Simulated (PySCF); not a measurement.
**C₂H₈GeOSi: electronic excitations**

Wanted: the electronic excitations of C₂H₈GeOSi (`[SiH3][GeH]1[CH2]O[CH2]1`), by calculation.

The runs use PySCF 2.14.0, with density-fitted response routines of our own; the level of theory stands in each step. All values are computed, except where a source is named. Atoms count from 0, in the outputs and in this text.

## 1. Starting geometry

13 atoms, charge 0, multiplicity 1; geometry from: GFN2-xTB.

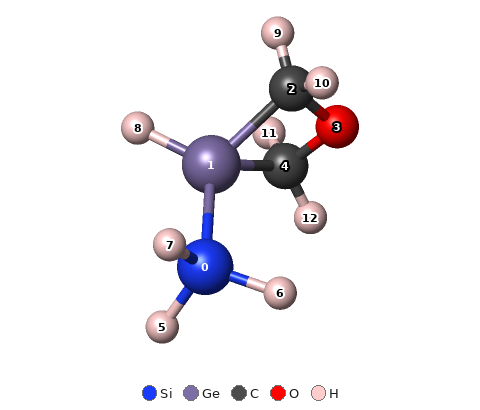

The starting geometry (silicon blue, germanium purple, carbon dark grey, oxygen red, hydrogen pink), atoms numbered.

## 2. Ultraviolet spectrum: CAM-B3LYP/def2-SVPD

The job: settings as JSON, then the geometry in Å.

```
{"job": {"kind": "uv", "xc": "CAM-B3LYP", "basis": "def2-SVPD", "nstates": 8, "ntriplets": 3}, "charge": 0, "multiplicity": 1}
Si     2.284616     0.307860     0.188821
Ge     0.160328    -0.332447    -0.644595
C     -1.222452    -1.047786     0.631909
O     -1.777721     0.258553     0.775866
C     -1.399385     0.922656    -0.429055
H      2.941461     1.214579    -0.753363
H      2.115083     0.986106     1.472564
H      3.127666    -0.873625     0.374993
H      0.109391    -1.066887    -2.003087
H     -1.949550    -1.729541     0.173317
H     -0.953640    -1.436488     1.615449
H     -2.178704     0.811358    -1.193281
H     -1.261481     1.986148    -0.227265
```

Method: TDDFT CAM-B3LYP/def2-SVPD, vertical, gas phase, core orbitals frozen in the response.

Run with:

```bash
$ OMP_NUM_THREADS=1 python probes_run.py task.json out
```

One launch serves the whole session: the jobs run in the order shown.

The log of the run:

```text
coarse grid: 49144 points
cycle   1  E = -2522.1994504569  dE = -2.288e-01  |g| = 6.599e-01  |ddm| = 4.502e+00
cycle   2  E = -2522.1457938837  dE =  5.366e-02  |g| = 8.763e-01  |ddm| = 1.528e+00
cycle   3  E = -2522.2776074222  dE = -1.318e-01  |g| = 7.595e-02  |ddm| = 8.926e-01
cycle   4  E = -2522.2784872312  dE = -8.798e-04  |g| = 3.767e-02  |ddm| = 1.226e-01
cycle   5  E = -2522.2786727041  dE = -1.855e-04  |g| = 5.315e-03  |ddm| = 4.272e-02
cycle   6  E = -2522.2786787306  dE = -6.027e-06  |g| = 1.217e-03  |ddm| = 1.304e-02
final grid: 101568 points
cycle   7  E = -2522.2786628123  dE = -2.103e-07  |g| = 1.175e-03  |ddm| = 4.274e-03
cycle   8  E = -2522.2786627780  dE =  3.424e-08  |g| = 1.244e-03  |ddm| = 3.128e-03
cycle   9  E = -2522.2786631800  dE = -4.020e-07  |g| = 5.963e-05  |ddm| = 1.470e-03
cycle  10  E = -2522.2786631814  dE = -1.363e-09  |g| = 2.646e-05  |ddm| = 1.745e-04
cycle  11  E = -2522.2786631816  dE = -2.401e-10  |g| = 1.201e-05  |ddm| = 7.855e-05
converged SCF energy = -2522.2786631816

Static polarisability (au): isotropic 89.124, principal 79.084 80.059 108.231

Singlet excitations
state   eV       nm        f      main configurations
  1   5.4469    227.6   0.01545   H->L 0.96
  2   6.1625    201.2   0.01237   H->L+3 0.58, H->L+1 0.23, H->L+4 0.11
  3   6.4828    191.3   0.01349   H->L+1 0.59, H->L+3 0.16, H-1->L 0.11
  4   6.8381    181.3   0.00440   H-2->L 0.85
  5   6.8507    181.0   0.05108   H->L+2 0.79
  6   6.9107    179.4   0.13987   H-1->L 0.55, H->L+4 0.24
  7   7.1081    174.4   0.00129   H-3->L 0.77, H-1->L+1 0.09
  8   7.2048    172.1   0.02377   H-1->L+1 0.47, H-1->L+3 0.30

Triplet excitations (Tamm-Dancoff, eV): 5.0636 5.6075 5.8860
```

It took 41 s on 1 thread of Arm Neoverse V1, shared host; peak memory 0.78 GiB.

The orbitals next to the gap, with their largest atomic shares:

| orbital | eV | atoms |
| --- | --- | --- |
| HOMO−3 | -10.11 | Ge1 34 %, Si0 25 %, H8 18 % |
| HOMO−2 | -9.61 | O3 46 %, C2 12 %, C4 12 % |
| HOMO−1 | -9.37 | C4 27 %, C2 27 %, Ge1 24 % |
| HOMO | -8.20 | O3 46 %, Ge1 11 %, C2 10 % |
| LUMO | 0.46 | Ge1 32 %, Si0 20 %, C2 9 % |
| LUMO+1 | 0.92 | Ge1 27 %, Si0 25 %, H8 16 % |
| LUMO+2 | 1.04 | Si0 45 %, Ge1 18 %, H7 9 % |

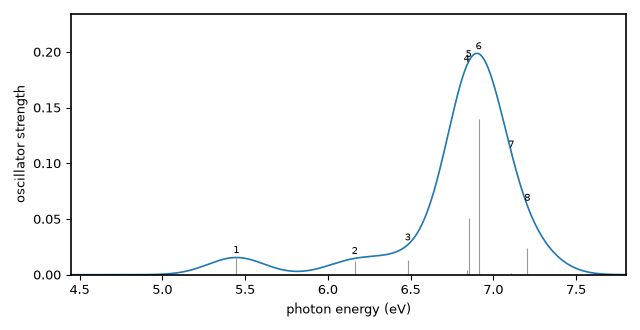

Absorption spectrum from the 8 singlet states computed; above the last one it falls off for lack of states. Lines are broadened to a width of 0.40 eV (Gaussian).

Further results of this job:

| property | computed |
| --- | --- |
| dipole moment (D) | 1.87 |
| polarisability (Å³) | 13.21 |
| HOMO–LUMO gap (eV) | 8.66 |
| −ε(HOMO) (eV) | 8.20 |

## 3. Summary of results

```
                                quantity                        value
    lowest singlet (CAM-B3LYP/def2-SVPD)  5.45 eV (228 nm), f = 0.015
brightest single state of those computed  state 6, 6.91 eV, f = 0.140
                          lowest triplet                      5.06 eV
```

The lowest singlet, at 5.45 eV, is HOMO→LUMO 0.96 and is weak; of the 8 states computed, the strongest absorption comes from state 6 at 6.91 eV. The lowest triplet lies 0.38 eV below the lowest singlet (triplets in Tamm-Dancoff, singlets in full TDDFT).
